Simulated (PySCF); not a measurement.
Run report: C9H12O, geometry relaxation (part 2 of 2)

Continued. System: C9H12O, SMILES CC(C)Oc1ccccc1. Method: PBE0-D3(BJ)/def2-SVP geometry optimisation from a GFN2-xTB Hessian, gas phase (PySCF 2.14.0). 

## Trajectory as extended XYZ, continued
```
22
Properties=species:S:1:pos:R:3:forces:R:3 step=11 energy=-11554.28501
C    -1.8872    0.1933   -1.5445   -0.0400   0.0320   0.0080
C    -1.9622    0.2400   -0.0253    0.0240   0.0040  -0.0030
C    -1.9396    1.6432    0.5662   -0.0180  -0.0280  -0.0160
O    -1.0395   -0.6448    0.6055    0.0070   0.0440  -0.0470
C     0.2959   -0.6279    0.4066   -0.0030  -0.0560   0.0210
C     0.9786   -1.7616    0.8790   -0.0070   0.0500  -0.0190
C     2.3575   -1.8667    0.7509   -0.0500  -0.0400   0.0220
C     3.0915   -0.8465    0.1456   -0.0010   0.1040  -0.0420
C     2.4182    0.2804   -0.3200   -0.0030  -0.0540   0.0200
C     1.0324    0.4015   -0.1937    0.0150   0.0340  -0.0100
H    -2.7598    0.7136   -1.9721    0.0560  -0.0320   0.0310
H    -0.9815    0.6680   -1.9460   -0.0070   0.0000  -0.0030
H    -1.9066   -0.8501   -1.8904   -0.0040  -0.0070  -0.0090
H    -2.9261   -0.2087    0.2612   -0.0170  -0.0080   0.0170
H    -1.0615    2.2289    0.2646    0.0330   0.0110  -0.0190
H    -2.8349    2.1952    0.2402    0.0170  -0.0180   0.0120
H    -1.9504    1.5885    1.6638   -0.0110  -0.0030   0.0170
H     0.3884   -2.5518    1.3448   -0.0220  -0.0230   0.0130
H     2.8655   -2.7605    1.1231   -0.0190   0.0130   0.0020
H     4.1755   -0.9305    0.0409   -0.0140   0.0180  -0.0060
H     2.9745    1.0926   -0.7928    0.0240   0.0220  -0.0120
H     0.5435    1.3041   -0.5608    0.0370  -0.0630   0.0250
22
Properties=species:S:1:pos:R:3:forces:R:3 step=12 energy=-11554.28616
C    -1.9123    0.2094   -1.5562   -0.0060   0.0050  -0.0340
C    -1.9632    0.2333   -0.0366   -0.0490   0.0000   0.0250
C    -1.9104    1.6254    0.5785   -0.0370  -0.0370  -0.0450
O    -1.0446   -0.6746    0.5621   -0.0220   0.0220  -0.0070
C     0.2923   -0.6423    0.3862    0.0020   0.0230  -0.0240
C     0.9788   -1.7592    0.8858    0.0460  -0.0180   0.0130
C     2.3603   -1.8496    0.7774   -0.0330  -0.0130  -0.0030
C     3.0926   -0.8308    0.1650    0.0300  -0.0040   0.0200
C     2.4154    0.2799   -0.3253   -0.0460   0.0150  -0.0210
C     1.0266    0.3855   -0.2203    0.0270  -0.0080   0.0160
H    -2.7833    0.7454   -1.9636    0.0200   0.0060   0.0180
H    -1.0063    0.6775   -1.9656   -0.0150  -0.0040   0.0010
H    -1.9532   -0.8280   -1.9190    0.0090   0.0000   0.0070
H    -2.9300   -0.2069    0.2580    0.0200   0.0090   0.0010
H    -1.0202    2.1939    0.2849    0.0520   0.0490  -0.0240
H    -2.7939    2.2030    0.2673    0.0030  -0.0160  -0.0160
H    -1.9209    1.5548    1.6735    0.0020  -0.0220   0.0770
H     0.3895   -2.5476    1.3576    0.0030  -0.0110   0.0010
H     2.8721   -2.7306    1.1712    0.0060  -0.0200   0.0140
H     4.1788   -0.9031    0.0758   -0.0160   0.0020   0.0020
H     2.9708    1.0906   -0.8028    0.0010   0.0160  -0.0070
H     0.5332    1.2742   -0.6070    0.0050   0.0070  -0.0170
22
Properties=species:S:1:pos:R:3:forces:R:3 step=13 energy=-11554.28504
C    -1.9465    0.2462   -1.5781   -0.0150  -0.0390  -0.0070
C    -1.9661    0.2252   -0.0546   -0.0070   0.0230   0.0020
C    -1.8771    1.5972    0.6071   -0.0440  -0.0660  -0.0230
O    -1.0519   -0.7185    0.4971   -0.0160   0.0660  -0.0320
C     0.2884   -0.6642    0.3516    0.0600  -0.0660   0.0440
C     0.9852   -1.7545    0.9054   -0.0190   0.0710  -0.0440
C     2.3705   -1.8262    0.8286   -0.0010  -0.0090  -0.0010
C     3.0984   -0.8137    0.1964   -0.0580   0.0680  -0.0240
C     2.4109    0.2697   -0.3487    0.0180  -0.0780   0.0410
C     1.0175    0.3559   -0.2759    0.0330  -0.0020   0.0010
H    -2.8203    0.8032   -1.9517    0.0330  -0.0100   0.0280
H    -1.0448    0.7165   -1.9948   -0.0240  -0.0060   0.0100
H    -2.0057   -0.7819   -1.9713    0.0080   0.0750   0.0460
H    -2.9348   -0.2077    0.2449    0.0270   0.0100  -0.0040
H    -0.9693    2.1527    0.3386    0.0180   0.0080  -0.0180
H    -2.7441    2.2098    0.3113    0.0360  -0.0510   0.0030
H    -1.8952    1.4877    1.7014    0.0010  -0.0080  -0.0100
H     0.3999   -2.5377    1.3930    0.0100   0.0260  -0.0160
H     2.8898   -2.6865    1.2665   -0.0550   0.0890  -0.0450
H     4.1880   -0.8706    0.1322   -0.0430   0.0140   0.0000
H     2.9618    1.0748   -0.8441   -0.0120  -0.0350   0.0200
H     0.5176    1.2229   -0.7083    0.0520  -0.0790   0.0280
22
Properties=species:S:1:pos:R:3:forces:R:3 step=14 energy=-11554.28667
C    -1.9284    0.2221   -1.5626    0.0200   0.0050   0.0100
C    -1.9652    0.2313   -0.0419    0.0350   0.0000  -0.0330
C    -1.8960    1.6136    0.5884    0.0180   0.0130   0.0550
O    -1.0464   -0.6872    0.5366    0.0110  -0.0380   0.0110
C     0.2915   -0.6495    0.3692   -0.0060   0.0230   0.0060
C     0.9802   -1.7569    0.8888   -0.0010  -0.0020  -0.0100
C     2.3623   -1.8406    0.7958    0.0100   0.0000   0.0140
C     3.0955   -0.8224    0.1829   -0.0200   0.0390  -0.0370
C     2.4153    0.2764   -0.3341    0.0340  -0.0220   0.0260
C     1.0257    0.3741   -0.2446   -0.0260   0.0290  -0.0310
H    -2.8004    0.7655   -1.9533   -0.0250   0.0140  -0.0190
H    -1.0259    0.6923   -1.9767   -0.0100  -0.0020   0.0070
H    -1.9733   -0.8119   -1.9334   -0.0080  -0.0050  -0.0050
H    -2.9306   -0.2044    0.2595   -0.0180  -0.0120  -0.0050
H    -0.9972    2.1792    0.3059   -0.0120  -0.0120   0.0020
H    -2.7718    2.2021    0.2790   -0.0240   0.0180  -0.0030
H    -1.9135    1.5245    1.6852    0.0080   0.0170  -0.0310
H     0.3914   -2.5449    1.3615   -0.0070  -0.0080   0.0100
H     2.8745   -2.7142    1.2064    0.0040  -0.0060   0.0050
H     4.1826   -0.8875    0.1076    0.0060  -0.0010   0.0020
H     2.9698    1.0857   -0.8169   -0.0050  -0.0140   0.0050
H     0.5320    1.2530   -0.6566    0.0160  -0.0350   0.0200
22
Properties=species:S:1:pos:R:3:forces:R:3 step=15 energy=-11554.28700
C    -1.9531    0.2419   -1.5762   -0.0220   0.0000   0.0280
C    -1.9661    0.2261   -0.0537    0.0250  -0.0030  -0.0190
C    -1.8741    1.5973    0.6010   -0.0010  -0.0090   0.0120
O    -1.0502   -0.7150    0.4961    0.0170   0.0080  -0.0140
C     0.2903   -0.6627    0.3500    0.0040  -0.0350   0.0280
C     0.9848   -1.7551    0.8983   -0.0380   0.0260  -0.0180
C     2.3690   -1.8272    0.8238    0.0070   0.0040   0.0030
C     3.0992   -0.8115    0.2017   -0.0270   0.0210  -0.0110
C     2.4142    0.2720   -0.3402    0.0140  -0.0220   0.0140
C     1.0217    0.3576   -0.2723    0.0080   0.0010  -0.0040
H    -2.8238    0.8059   -1.9452    0.0190  -0.0210   0.0070
H    -1.0509    0.7054   -1.9966    0.0120   0.0070  -0.0040
H    -2.0189   -0.7862   -1.9625   -0.0080   0.0260   0.0040
H    -2.9323   -0.2046    0.2526   -0.0080  -0.0080  -0.0010
H    -0.9719    2.1577    0.3204   -0.0040  -0.0110  -0.0030
H    -2.7463    2.2016    0.3095   -0.0040  -0.0020   0.0050
H    -1.8824    1.4903    1.6959    0.0050   0.0080  -0.0170
H     0.3986   -2.5406    1.3801    0.0010   0.0140  -0.0080
H     2.8851   -2.6891    1.2568   -0.0160   0.0280  -0.0120
H     4.1882   -0.8670    0.1416   -0.0070   0.0060  -0.0010
H     2.9662    1.0791   -0.8288    0.0040  -0.0070  -0.0010
H     0.5250    1.2242   -0.7055    0.0170  -0.0310   0.0110
22
Properties=species:S:1:pos:R:3:forces:R:3 step=16 energy=-11554.28697
C    -1.9691    0.2580   -1.5847   -0.0080  -0.0080   0.0230
C    -1.9665    0.2214   -0.0620    0.0020  -0.0030   0.0020
C    -1.8562    1.5834    0.6121   -0.0300  -0.0190  -0.0250
O    -1.0534   -0.7360    0.4655    0.0010   0.0440  -0.0230
C     0.2882   -0.6729    0.3354    0.0130  -0.0320   0.0090
C     0.9852   -1.7527    0.9043    0.0020   0.0320  -0.0130
C     2.3713   -1.8147    0.8463   -0.0160   0.0030  -0.0030
C     3.1002   -0.8017    0.2182   -0.0250   0.0400  -0.0210
C     2.4123    0.2687   -0.3473    0.0100  -0.0280   0.0140
C     1.0180    0.3438   -0.2954    0.0200   0.0070  -0.0020
H    -2.8403    0.8309   -1.9381    0.0180  -0.0130   0.0110
H    -1.0682    0.7213   -2.0093   -0.0040   0.0020   0.0030
H    -2.0458   -0.7647   -1.9841   -0.0020   0.0330   0.0130
H    -2.9342   -0.2060    0.2470    0.0140   0.0030  -0.0030
H    -0.9511    2.1381    0.3310    0.0040   0.0000  -0.0090
H    -2.7260    2.2010    0.3378    0.0250  -0.0270   0.0080
H    -1.8544    1.4625    1.7050    0.0000  -0.0050  -0.0010
H     0.3998   -2.5357    1.3900   -0.0040   0.0000   0.0020
H     2.8900   -2.6664    1.2965   -0.0230   0.0330  -0.0150
H     4.1907   -0.8492    0.1713   -0.0250   0.0080  -0.0030
H     2.9632    1.0723   -0.8442   -0.0070  -0.0220   0.0140
H     0.5183    1.1991   -0.7485    0.0310  -0.0450   0.0200
22
Properties=species:S:1:pos:R:3:forces:R:3 step=17 energy=-11554.28755
C    -1.9691    0.2616   -1.5845    0.0120  -0.0210  -0.0140
C    -1.9658    0.2197   -0.0632   -0.0340  -0.0010   0.0150
C    -1.8551    1.5801    0.6121   -0.0370  -0.0180  -0.0290
O    -1.0528   -0.7375    0.4614   -0.0110   0.0200  -0.0090
C     0.2883   -0.6739    0.3339    0.0230  -0.0120  -0.0010
C     0.9839   -1.7518    0.9065    0.0050   0.0110  -0.0010
C     2.3696   -1.8124    0.8489    0.0030  -0.0030  -0.0030
C     3.0986   -0.8009    0.2180    0.0000  -0.0120   0.0150
C     2.4124    0.2679   -0.3485   -0.0090  -0.0100  -0.0010
C     1.0187    0.3418   -0.2976    0.0090  -0.0170   0.0180
H    -2.8397    0.8352   -1.9361   -0.0020   0.0050   0.0080
H    -1.0681    0.7265   -2.0084   -0.0150  -0.0070   0.0080
H    -2.0476   -0.7591   -1.9884    0.0060   0.0270   0.0130
H    -2.9331   -0.2097    0.2453    0.0180   0.0110  -0.0050
H    -0.9553    2.1365    0.3211    0.0250   0.0260  -0.0110
H    -2.7299    2.1948    0.3487    0.0190  -0.0200  -0.0040
H    -1.8411    1.4592    1.7041    0.0010  -0.0150   0.0270
H     0.3979   -2.5333    1.3951    0.0080   0.0120  -0.0090
H     2.8881   -2.6621    1.3024   -0.0120   0.0240  -0.0130
H     4.1886   -0.8478    0.1715   -0.0060  -0.0010   0.0010
H     2.9643    1.0702   -0.8453   -0.0040  -0.0050   0.0030
H     0.5193    1.1952   -0.7503    0.0020   0.0050  -0.0090
22
Properties=species:S:1:pos:R:3:forces:R:3 step=18 energy=-11554.28781
C    -1.9813    0.2717   -1.5887    0.0040   0.0040  -0.0110
C    -1.9667    0.2169   -0.0680   -0.0050   0.0020   0.0010
C    -1.8453    1.5706    0.6173   -0.0010  -0.0070   0.0020
O    -1.0533   -0.7476    0.4416   -0.0050   0.0050  -0.0040
C     0.2884   -0.6790    0.3232    0.0080  -0.0080   0.0080
C     0.9844   -1.7486    0.9102   -0.0020   0.0080  -0.0060
C     2.3705   -1.8046    0.8620   -0.0120   0.0010  -0.0030
C     3.1004   -0.7956    0.2294    0.0040  -0.0060   0.0060
C     2.4139    0.2647   -0.3515   -0.0200   0.0010  -0.0040
C     1.0194    0.3333   -0.3125    0.0030   0.0040  -0.0010
H    -2.8545    0.8492   -1.9279    0.0050  -0.0010   0.0040
H    -1.0836    0.7398   -2.0159   -0.0120  -0.0040   0.0100
H    -2.0631   -0.7448   -2.0006    0.0010   0.0050   0.0040
H    -2.9330   -0.2107    0.2440    0.0040   0.0000  -0.0010
H    -0.9436    2.1257    0.3261    0.0000   0.0070  -0.0040
H    -2.7183    2.1906    0.3631    0.0060  -0.0050  -0.0010
H    -1.8256    1.4392    1.7089   -0.0020  -0.0030  -0.0010
H     0.3981   -2.5279    1.4016    0.0070   0.0070  -0.0070
H     2.8884   -2.6481    1.3243    0.0070  -0.0110   0.0110
H     4.1909   -0.8382    0.1915   -0.0050  -0.0010   0.0010
H     2.9661    1.0644   -0.8509    0.0040   0.0110  -0.0080
H     0.5199    1.1792   -0.7804    0.0110  -0.0090   0.0050
```

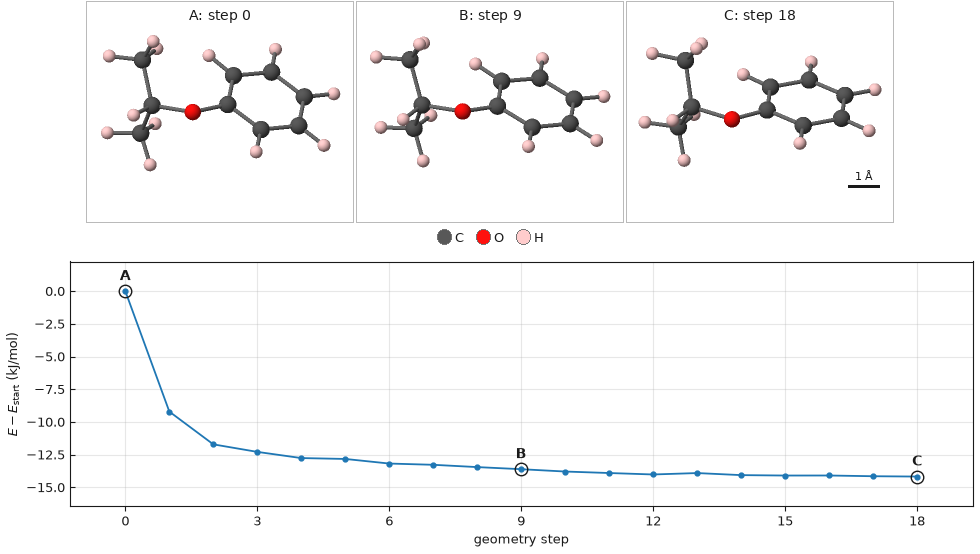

**Figure 1.** Frames of the relaxation (ball-and-stick view, seen at a tilt) above the curves, on which the letters mark them (steps are counted from 0).

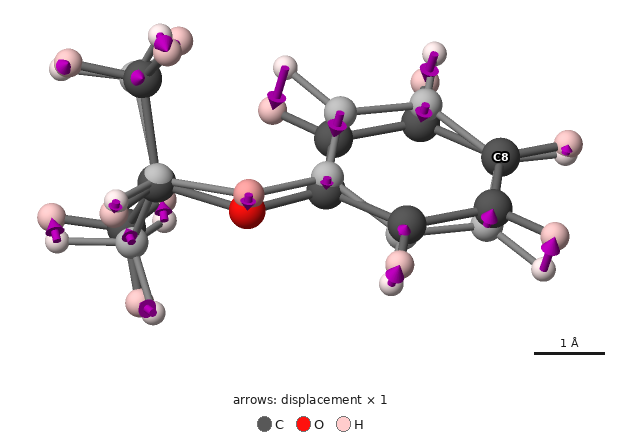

**Figure 2.** Start (faint) and end (solid) with the displacements as pink arrows, at true length (ball-and-stick view, seen at a tilt). The two geometries are laid on each other by the best rigid fit. After 18 geometry steps the energy has fallen by 14.2 kJ/mol. Largest force component: 0.82 eV/Å at the start, 0.02 eV/Å at the end. The largest move after the best rigid fit is that of H22, 0.77 Å. Largest moves by element: H 0.77 Å, C 0.46 Å, O 0.27 Å. Distances before and after: C1–H11 1.087 → 1.100 Å, O4–C5 1.361 → 1.349 Å, C10–H22 1.077 → 1.088 Å, C5–C10 1.390 → 1.401 Å. (Atoms are counted from 1 in the order of the input.)

This output came from the following input.

## The input
```
{"job": {"kind": "geom", "xc": "PBE0", "basis": "def2-SVP", "d3": "d3bj", "grid": 1, "maxiter": 40}, "charge": 0, "multiplicity": 1}
C     -2.034640    -0.007082    -1.503764
C     -1.968443     0.232484     0.005874
C     -1.825806     1.711720     0.369668
O     -1.028530    -0.603300     0.667555
C      0.318235    -0.557784     0.476599
C      0.961251    -1.778739     0.706513
C      2.325374    -1.901364     0.556901
C      3.086449    -0.807949     0.173190
C      2.458744     0.400609    -0.055597
C      1.087210     0.534615     0.092157
H     -2.939057     0.448164    -1.898947
H     -1.180809     0.413988    -2.025427
H     -2.065964    -1.075946    -1.702507
H     -2.912433    -0.125878     0.440420
H     -0.969804     2.173890    -0.112065
H     -2.722728     2.243766     0.063274
H     -1.710596     1.812689     1.446432
H      0.354767    -2.619962     1.004396
H      2.799435    -2.854395     0.740336
H      4.155328    -0.899650     0.054887
H      3.038402     1.262079    -0.355077
H      0.645701     1.498277    -0.098140
```

The first line tells a small driver script what to run in PySCF; the rest is the geometry in Å.

Launch command:
```bash
OMP_NUM_THREADS=1 python <driver script> task.json out
```

## Summary

- outcome: converged
- total energy: −424.612249 hartree
- hardware: 1 CPU thread, shared host
- wall time: 7.9 min
- peak memory: 0.89 GiB
